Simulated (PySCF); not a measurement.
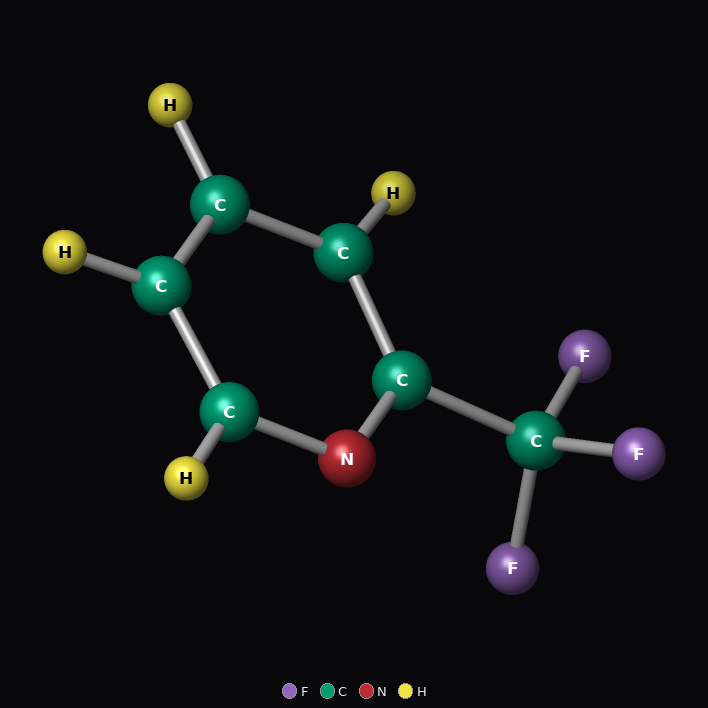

Every bond is drawn as one stick, whatever its order.

What is the molecular formula?

Answer. C₆H₄F₃N, 14 atoms: 6 carbon, 4 hydrogen, 3 fluorine and 1 nitrogen.

Give a SMILES string for it.

Answer. FC(F)(F)c1ccccn1

Which point group does it belong to?

Answer. Cs.

More results for the same structure follow; atom numbers are the same in all pictures, views and colours differ. The computed structure is the end point of a PBE0-D3(BJ)/def2-SVP optimisation. No frequency run is at hand to confirm it as a minimum.

Shape

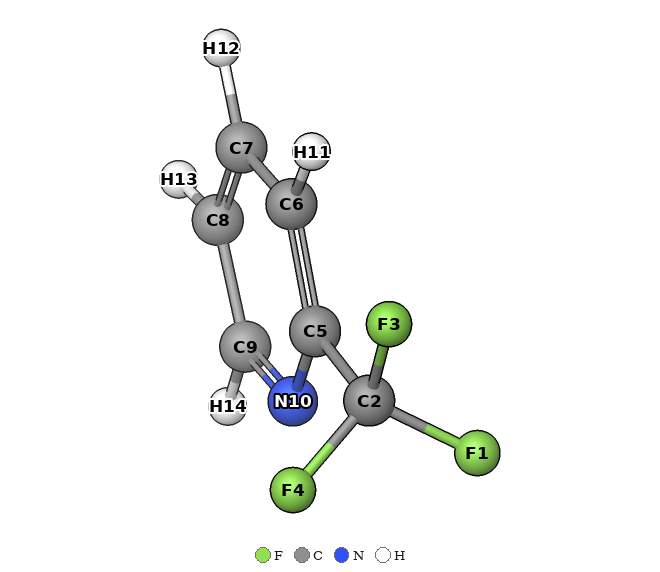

The atoms are numbered. No frequency run is at hand to confirm it as a minimum.

Which atoms are bonded, and how long are the bonds?

| bond | length (Å) | order |
| --- | --- | --- |
| F1–C2 | 1.331 | single |
| C2–F3 | 1.339 | single |
| C2–F4 | 1.331 | single |
| C2–C5 | 1.515 | single |
| C5–C6 | 1.393 | aromatic |
| C5–N10 | 1.328 | aromatic |
| C6–C7 | 1.394 | aromatic |
| C6–H11 | 1.090 | single |
| C7–C8 | 1.391 | aromatic |
| C7–H12 | 1.093 | single |
| C8–C9 | 1.397 | aromatic |
| C8–H13 | 1.092 | single |
| C9–N10 | 1.327 | aromatic |
| C9–H14 | 1.096 | single |

Excitation

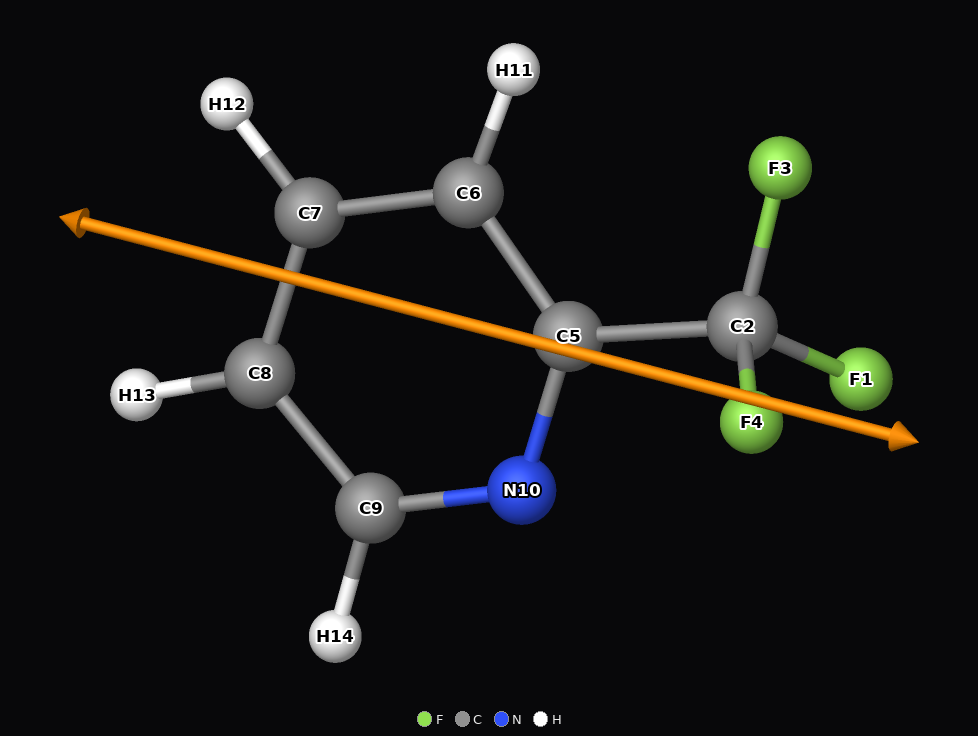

The double arrow shows the direction of the transition dipole to excited singlet state 6 (its length means nothing). No frequency run is at hand to confirm it as a minimum. Properties computed with TDDFT PBE0/def2-SVPD, vertical, gas phase, core orbitals frozen in the response (PySCF 2.14.0).

Give its energy, strength and character.

Answer. 7.41 eV (167 nm), oscillator strength 0.52, mainly HOMO−2 → LUMO+1 (weight 0.51); transition dipole 4.30 D.

Ring current

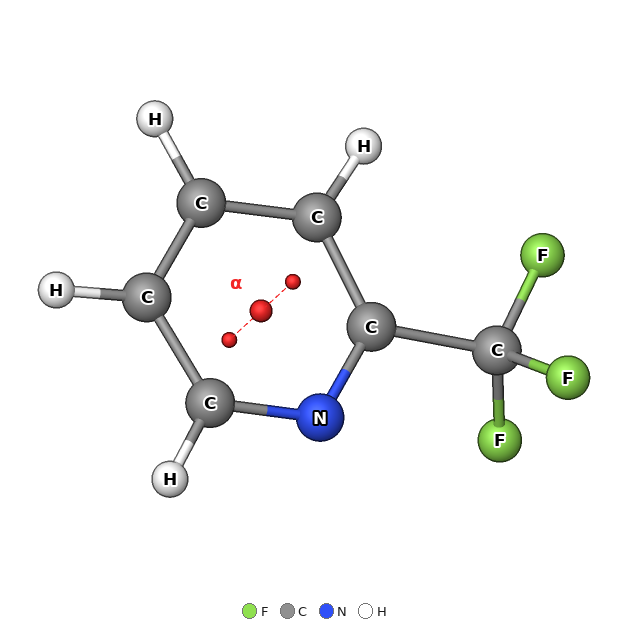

The small points mark where nucleus-independent chemical shifts (NICS) were computed: at the centre of each lettered ring and 1 Å above and below it. No frequency run is at hand to confirm it as a minimum. Properties computed with GIAO WP04/pcSseg-1 NMR shielding, non-relativistic, gas phase (PySCF 2.14.0).

Give NICS(0), NICS(1) and the out-of-plane component NICS(1)zz for each ring (means of the two sides).

```csv
ring,members,NICS(0),NICS(1),NICS(1)zz
α,C5N,−8.3,−11.2,−27.8
```

Values in ppm.

What do the values say about the ring currents?

Answer. Ring α: diatropic, as in an aromatic ring. NICS is one index among several.

Spin–spin coupling

No frequency run is at hand to confirm it as a minimum. Level of theory: B3LYP/pcJ-1 indirect spin-spin coupling, non-relativistic, gas phase (PySCF 2.14.0). Isotopes: 13C, 19F, 1H, 15N.

Give the spin–spin coupling constants of these pairs, with the number of bonds between them: F1/C5, F3/F4, F4/C5, F1/C6.

| pair | bonds apart | J (Hz) |
| --- | --- | --- |
| F1, C5 | 2 | 35.3 |
| F3, F4 | 2 | 62.5 |
| F4, C5 | 2 | 35.3 |
| F1, C6 | 3 | 2.7 |

Density functionals are unreliable for couplings to fluorine, so those rows may be far off.
